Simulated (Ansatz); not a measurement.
# SVWN5/def2-SVP run of TiNH2Cl3 (SMILES [NH2][Ti]([Cl])([Cl])[Cl])

Aim: the energy change on altering one bond length of TiNH2Cl3 at SVWN5/def2-SVP, from 2 runs. 

The results are computed with Ansatz 0.2.0.

1 further run of the same task is left out (set aside as unsound or not needed).

## Step 1: Starting point

The species is TiNH2Cl3 (7 atoms), meant as a singlet with charge 0. As SMILES, `[NH2][Ti]([Cl])([Cl])[Cl]`. The shape is that of a PBE0-D4/def2-TZVP optimisation.

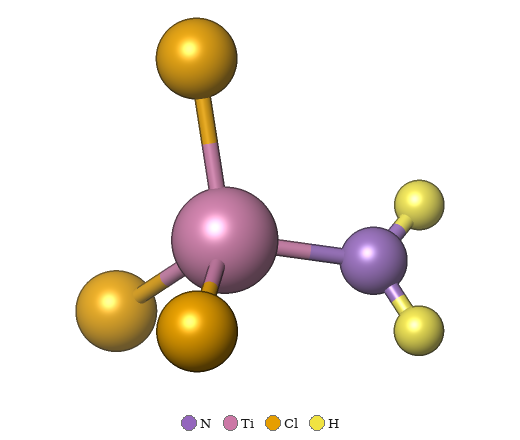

Viewed from a chosen angle; nitrogen purple, titanium pink, chlorine amber, hydrogen yellow.

## Step 2: A single-point energy at SVWN5/def2-SVP

File input.yaml:

```yaml
crystal:
  periodic: [false, false, false]
  atoms:
    - {symbol: N, position_ang: [-0.676400, 0.479600, 0.813100]}
    - {symbol: Ti, position_ang: [0.416000, -0.273300, -0.459100]}
    - {symbol: Cl, position_ang: [1.922500, -1.442100, 0.599700]}
    - {symbol: Cl, position_ang: [-0.771400, -1.594700, -1.742800]}
    - {symbol: Cl, position_ang: [1.232300, 1.358700, -1.654500]}
    - {symbol: H, position_ang: [-1.200200, 1.334700, 0.679200]}
    - {symbol: H, position_ang: [-0.861700, 0.068900, 1.718900]}
basis:
  gaussian:
    orbitals: def2-SVP
magnetization:
  spin_polarized: false
hamiltonian:
  xc: {name: SVWN5}
accuracy: high
output: {orbitals: {seedname: orbitals}}
```

Launch:

```bash
$ ansatz run input.yaml --threads 1 --pin off --max-ram 3480MiB --events-out events.jsonl --progress --plain --runs-dir runs
```

Output:

```text
Warning: RAYON_NUM_THREADS=1 ignored (pool sized by the plan → 1); use --threads N
Functional definition: SVWN5
  name "SVWN5"
  exchange = slater_x
  correlation = vwn5_c
2389 factors; integrals over basis functions are off by at most 2.7e-8 eV
mean field evaluation 1: about -61998.4608 eV, gradient 7.0e1 eV
mean field evaluation 2: about -61920.1578 eV, gradient 1.6e2 eV
mean field evaluation 4: about -61977.5768 eV, gradient 1.3e2 eV
mean field evaluation 8: about -62008.6615 eV, gradient 3.8e-1 eV
mean field -62008.66260832 eV, -2278.7763198745 hartree, gradient 3.8e-8 eV, S^2 0.000000; 0 other end points of the search recorded, 0 dependent functions left out
reference -62008.66261609 eV, -2278.7763201602 hartree; 41, 41 occupied and 68, 68 virtual orbitals, 2389 factors
Total energy: -62008.66261609 eV, -2278.7763201602 hartree
```

Run time: 7.8 s. Hardware: 1 thread of Arm Neoverse V2, shared host; peak memory 0.33 GiB.

## Step 3: The distorted shape, same level

File molecule.yaml:

```yaml
basis:
  gaussian:
    orbitals: def2-SVP
crystal:
  periodic: [false, false, false]
  atoms:
    - {symbol: N, position_ang: [-0.798855, 0.234781, 0.992424]}
    - {symbol: Ti, position_ang: [0.293545, -0.518119, -0.279776]}
    - {symbol: Cl, position_ang: [1.800045, -1.686919, 0.779024]}
    - {symbol: Cl, position_ang: [-0.893855, -1.839519, -1.563476]}
    - {symbol: Cl, position_ang: [1.232300, 1.358700, -1.654500]}
    - {symbol: H, position_ang: [-1.322655, 1.089881, 0.858524]}
    - {symbol: H, position_ang: [-0.984155, -0.175919, 1.898224]}
magnetization:
  spin_polarized: false
hamiltonian:
  xc: {name: SVWN5}
accuracy: high
output: {orbitals: {seedname: orbitals}}
```

Launch:

```bash
$ ansatz run molecule.yaml --threads 1 --pin off --max-ram 3480MiB --events-out events.jsonl --progress --plain --runs-dir runs
```

Output:

```text
Warning: RAYON_NUM_THREADS=1 ignored (pool sized by the plan → 1); use --threads N
[... 4 set-up lines as earlier in the session ...]
2380 factors; integrals over basis functions are off by at most 2.5e-8 eV
mean field evaluation 1: about -61998.2748 eV, gradient 6.8e1 eV
mean field evaluation 2: about -61890.7331 eV, gradient 2.0e2 eV
mean field evaluation 4: about -61902.3442 eV, gradient 2.5e2 eV
mean field evaluation 8: about -62008.0219 eV, gradient 4.3e-1 eV
mean field -62008.02325953 eV, -2278.7528242401 hartree, gradient 4.4e-8 eV, S^2 0.000000; 0 other end points of the search recorded, 0 dependent functions left out
reference -62008.02326753 eV, -2278.7528245341 hartree; 41, 41 occupied and 68, 68 virtual orbitals, 2380 factors
Total energy: -62008.02326753 eV, -2278.7528245341 hartree
```

Run time: 8.1 s. Hardware: 1 thread of Arm Neoverse V2, shared host; peak memory 0.33 GiB.

## Step 4: What came out

Level: SVWN5/def2-SVP.

| quantity | value |
| --- | --- |
| first shape: total energy | -2278.77632 Eh |
| first shape: HOMO energy | -6.95 eV |
| first shape: LUMO energy | -4.03 eV |
| first shape: HOMO–LUMO gap | 2.93 eV |
| distorted shape: total energy | -2278.75282 Eh |
| distorted shape: HOMO energy | -7.02 eV |
| distorted shape: LUMO energy | -4.48 eV |
| distorted shape: HOMO–LUMO gap | 2.54 eV |
| energy change with the Ti2–Cl5 bond stretched from 2.181 to 2.509 Å | 0.639 eV |

In words: With the Ti2–Cl5 bond stretched from 2.181 to 2.509 Å the energy rises by 0.64 eV (61.7 kJ/mol). The first shape isn't relaxed at this level, so the change isn't measured from a minimum.
